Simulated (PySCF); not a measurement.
BF3, SMILES `FB(F)F`.

Level of theory: B3LYP/def2-TZVP (PySCF), at a geometry from GFN2-xTB. No frequency check shows the geometry to be a minimum.

Geometry (Å), atoms numbered from 1:

```
F1      -1.2997   -0.0422    0.0000
B2       0.0000    0.0000    0.0000
F3       0.6133    1.1467    0.0000
F4       0.6864   -1.1045    0.0000
```

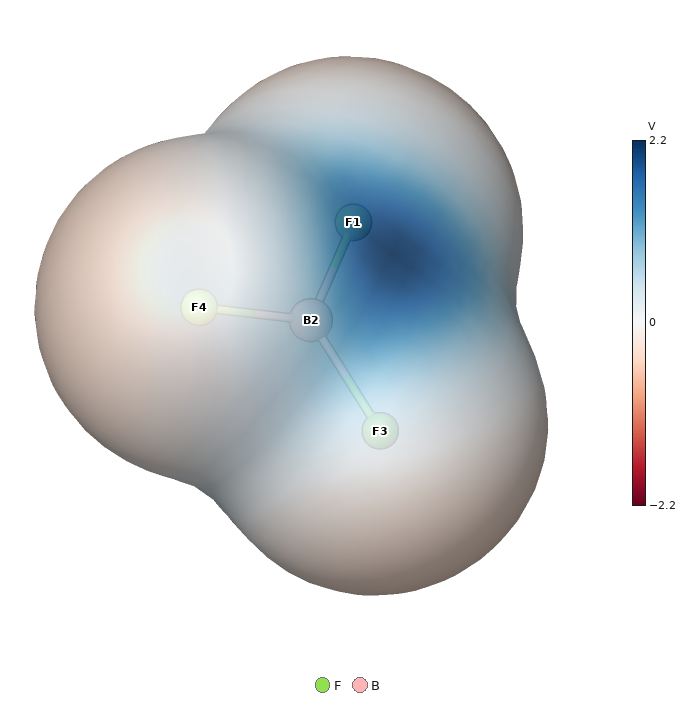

Electrostatic potential on the surface of electron density 0.001 a.u.

**Where are the extremes of the potential on the surface?**

Highest: 2.19 V, off the molecular plane, over B2 (1.7 Å), and at like points elsewhere. Lowest: −0.35 V, 1.6 Å from F4, and at like points elsewhere. The surface is sampled at points, so like sites can differ by a few per cent and only the strongest of them is named.

**What volume does the surface enclose, and what is the dipole moment?**

About 54 Å³; the dipole moment is 0.0 D.

Cost of the run: 5.7 s on 1 thread of Intel(R) Xeon(R) Platinum 8488C (Sapphire Rapids) (shared host), peak memory 0.42 GiB.
